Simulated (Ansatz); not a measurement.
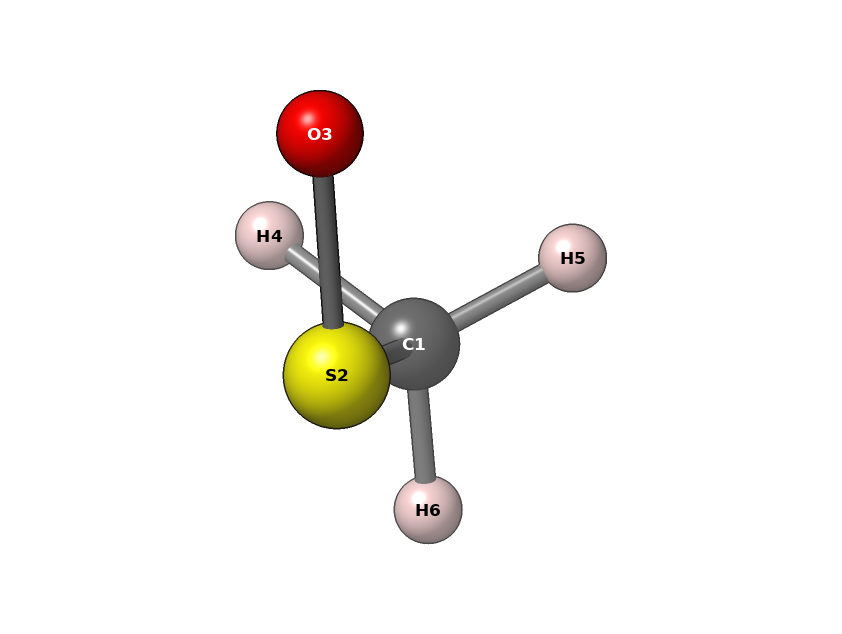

(Drawn from a calculation with Ansatz.)

C1 lies behind S2. The molecule seen a little off the S2–C1 bond, S2 in front. Depth is shown by fading: the farther an atom, the more it takes the colour of the background. Charge −1, singlet. Geometry: moved along internal coordinates away from the minimum.

What is the torsion angle O3–S2–C1–H4? The sign is positive where the front bond must turn clockwise to cover the back bond.

Answer. −60°, synclinal (gauche).
